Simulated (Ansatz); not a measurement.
# Run report: SnNH$_{4}$Cl$_{3}$, frequency calculation

SnNH$_{4}$Cl$_{3}$, computed with RKS BLYP-D4/def2-SVP (Ansatz 0.2.0).

It belongs to a series of runs on one base structure; here: vibrations at the highest image of the band.

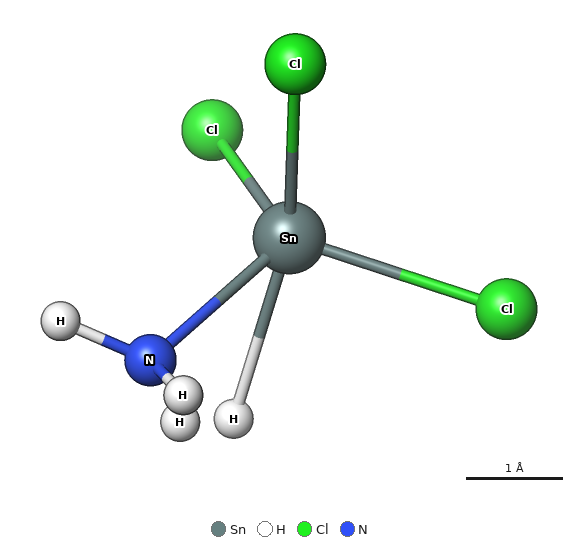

*The input geometry (ball-and-stick view, seen at a tilt). Sticks mark near contacts.*

### Results in brief

| quantity | value |
| --- | --- |
| outcome | converged |
| total energy | −44941.2730 eV |
| mean-field energy | −44940.6581 eV |
| largest force (length of the vector) | 0.011 eV/Å |
| hardware | 4 threads of Arm Neoverse V1, 24 GiB of memory available, shared host |
| wall time | 50 s (CPU time 3.1 min) |
| peak memory | 0.18 GiB |

### Input
```yaml
crystal:
  periodic: [false, false, false]
  atoms:
    - { symbol: Sn, position_ang: [-0.414709, 0.113319, -0.207257] }
    - { symbol: H, position_ang: [-0.206472, 0.930755, 1.793093] }
    - { symbol: Cl, position_ang: [1.685785, -0.978356, 0.074469] }
    - { symbol: Cl, position_ang: [-0.454104, 2.328563, -1.084968] }
    - { symbol: Cl, position_ang: [-1.337042, -1.137098, -2.035844] }
    - { symbol: "N", position_ang: [-2.014098, -0.353735, 1.271297] }
    - { symbol: H, position_ang: [-2.147794, -1.353974, 1.504716] }
    - { symbol: H, position_ang: [-2.948294, 0.033006, 1.04632] }
    - { symbol: H, position_ang: [-1.091373, 0.417521, 1.897373] }
basis:
  gaussian: { orbitals: def2-SVP }
hamiltonian:
  xc: blyp
  dispersion: d4
phonons: {}
```

Run as:
```bash
ansatz run input.yaml --threads 4 --pin off --max-ram 5120MiB --backend cpu --events-out ev --progress --plain --runs-dir out
```

### Output
```
Engine: ansatz 0.2.0, aarch64-unknown-linux-gnu
Functional definition: BLYP
  parameter beta = 0.0042
  parameter a = 0.04918
  parameter b = 0.132
  parameter c = 0.2533
  parameter d = 0.349
  exchange = b88_x(beta = beta)
  correlation = lyp_c(a = a, b = b, c = c, d = d)
1280 factors; their error is unknown
mean field evaluation 1: about -44931.6750 eV, gradient 6.4e1 eV
mean field evaluation 2: about -44872.2412 eV, gradient 1.4e2 eV
mean field evaluation 4: about -44939.7027 eV, gradient 1.9e1 eV
mean field evaluation 8: about -44940.7147 eV, gradient 2.5e-1 eV
mean field evaluation 16: about -44940.6577 eV, gradient 2.3e-3 eV
mean field -44940.65768683 eV, -1651.5387081191 hartree, gradient 5.7e-5 eV, S^2 0.000000; 0 other end points of the search recorded, 0 dependent functions left out
the calculation of the forces begins
reference -44940.65805764 eV, -1651.5387217462 hartree; 42, 42 occupied and 72, 72 virtual orbitals, 1280 factors
these checks for a lower state are left out or cut short: stability, starts, cluster_reference, orbital_swaps, neighbouring_geometries, increment
1280 factors; their error is unknown
mean field -44940.65767772 eV, -1651.5387077844 hartree, gradient 1.8e-6 eV, S^2 0.000000; 0 other end points of the search recorded, 0 dependent functions left out
[... from here on the field's lines of each further geometry are left out, up to the last ...]
the calculation of the forces begins
reference -44940.65798927 eV, -1651.5387192338 hartree; 42, 42 occupied and 72, 72 virtual orbitals, 1280 factors
these checks for a lower state are left out or cut short: stability, starts, cluster_reference, orbital_swaps, neighbouring_geometries, increment
1280 factors; their error is unknown
mean field -44940.65770989 eV, -1651.5387089664 hartree, gradient 2.6e-6 eV, S^2 0.000000; 0 other end points of the search recorded, 0 dependent functions left out
the calculation of the forces begins
reference -44940.65808068 eV, -1651.5387225930 hartree; 42, 42 occupied and 72, 72 virtual orbitals, 1280 factors
WARN: phonons: modes at or below zero, which the zero-point energy, F, S and C_V leave out: 1, the lowest at -1434.62 cm⁻¹. A minimum has none, and a first-order saddle one
Total energy: -44941.27303454 eV, -1651.5613217305 hartree
Atom 0 at    -0.414709     0.113319    -0.207257 Å, force     0.000553    -0.000625    -0.000708 eV/Å
Atom 1 at    -0.206472     0.930755     1.793093 Å, force     0.000668     0.000579    -0.000579 eV/Å
Atom 2 at     1.685785    -0.978356     0.074469 Å, force    -0.000931    -0.000043     0.000027 eV/Å
Atom 3 at    -0.454104     2.328563    -1.084968 Å, force     0.000892     0.000232    -0.000009 eV/Å
Atom 4 at    -1.337042    -1.137098    -2.035844 Å, force    -0.000151     0.000191    -0.000074 eV/Å
Atom 5 at    -2.014098    -0.353735     1.271297 Å, force    -0.010532    -0.000962    -0.002495 eV/Å
Atom 6 at    -2.147794    -1.353974     1.504716 Å, force     0.006445    -0.000336     0.001316 eV/Å
Atom 7 at    -2.948294     0.033006     1.046320 Å, force     0.001602     0.000975    -0.000587 eV/Å
Atom 8 at    -1.091373     0.417521     1.897373 Å, force     0.001454    -0.000011     0.003108 eV/Å
Dipole moment:    -0.625563    -0.194283     0.538910 e Å
Vibrations: -1434.62 32.63 73.09 117.07 125.94 146.30 159.67 321.24 342.14 359.65 408.59 430.82 692.42 750.43 853.06 1398.30 1416.10 1566.10 1675.12 3311.10 3416.36 cm⁻¹, zero-point energy 1.090821 eV
```

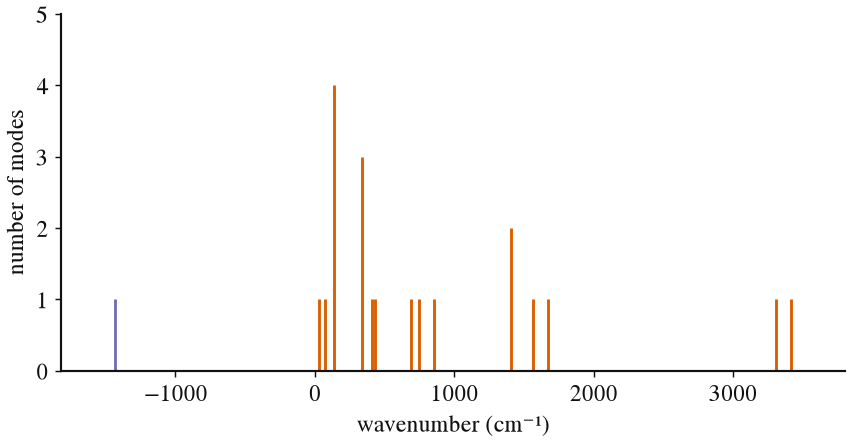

*Harmonic vibrational wavenumbers from the force constants; neighbouring modes closer than 22 cm⁻¹ are counted in one stick, and imaginary ones are drawn at negative wavenumbers.*

21 modes from 1435i to 3416 cm⁻¹, 1 imaginary beyond 8i (1435i cm⁻¹): a first-order saddle point, if the geometry is stationary.
